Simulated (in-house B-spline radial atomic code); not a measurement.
# Yb³⁷⁺: starting-point dependence of G0W0 and RPA

Question: which mean-field start gives which removal energy for Yb³⁷⁺, before and after G0W0?

Program: an in-house B-spline radial atomic code, version 1. Level of theory: RPA, second order, AC-SOSEX and G0W0 (contour deformation) on a non-relativistic mean field, all electrons; no spin-orbit coupling, Breit or QED terms. These are calculated values, not measurements, unless marked.

### Step 1. Starting point

```
element       : ytterbium (Z = 70)
charge        : +37
electrons     : 33
configuration : [Ar] 3d10 4s2 4p3
Hamiltonian   : non-relativistic, point nucleus
starts        : Hartree-Fock, PBE, BHandHLYP, SCAN, PBEsol
```

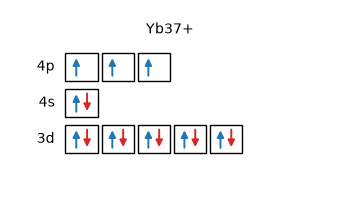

Outer shells as boxes.

### Step 2. Run with the Hartree-Fock start

Settings of the run:

```ini
Z = 70
electrons = 33.0
configuration = [Ar] 3d10 4s2 4p3
hamiltonian = nr
method = hf
lmax = 9
spin_polarised = True
box_radius = 2.61
intervals = 48
```

On the command line:

```bash
python run_gw.py task.json out
```

One command runs all members of the session, one after another, from task.json.

The runs that follow: Run with the PBE start; Run with the BHandHLYP start; Run with the SCAN start; Run with the PBEsol start.

Before running it: what results should come out? Wanted: highest level, mean field; highest level, G0W0; RPA correlation energy; RPA+SOSEX.

**Answer**, as computed:

| quantity | value |
| --- | --- |
| highest level, mean field (range over the runs) | -1659.65 to -1635.35 eV |
| highest level, G0W0 (range over the runs) | -1660.92 to -1660.62 eV |
| RPA correlation energy | -2.751 to -2.610 hartree |
| RPA+SOSEX | -1.9206 to -1.8294 hartree |
| tabulated theoretical ionisation energy (4p shell) | 1668.0 ± 4 eV (NIST Atomic Spectra Database, ionization energies) |
| G0W0 removal energy less that value | -7.38 to -7.08 eV |

In words: The starts spread the highest level over 24.3 eV; after G0W0 0.30 eV remain, 1.2 % of that. On the semilocal starts the correction is downwards, 23 to 25 eV, since their self-interaction lifts occupied levels. The RPA energy is largest in size on PBEsol and smallest on Hartree-Fock, 5.1 % apart; over the runs it loosely follows the gap of the start, as smaller excitation energies give more correlation. The tabulated theoretical ionisation energy is 1668.0 ± 4 eV. G0W0 is off by about -7.26 eV (-0.44 %) in every run shown, whatever the start. Relativity is left out, and for this shell its effect can be as large as the miss, so the comparison tests the Hamiltonian as much as the method. Read as a removal energy, the bare PBE level is off by -32.5 eV (-1.9 %) and the nearest bare level, Hartree-Fock's, by -8.35 eV. For so heavy an element the non-relativistic levels are a model, not the real atom's.
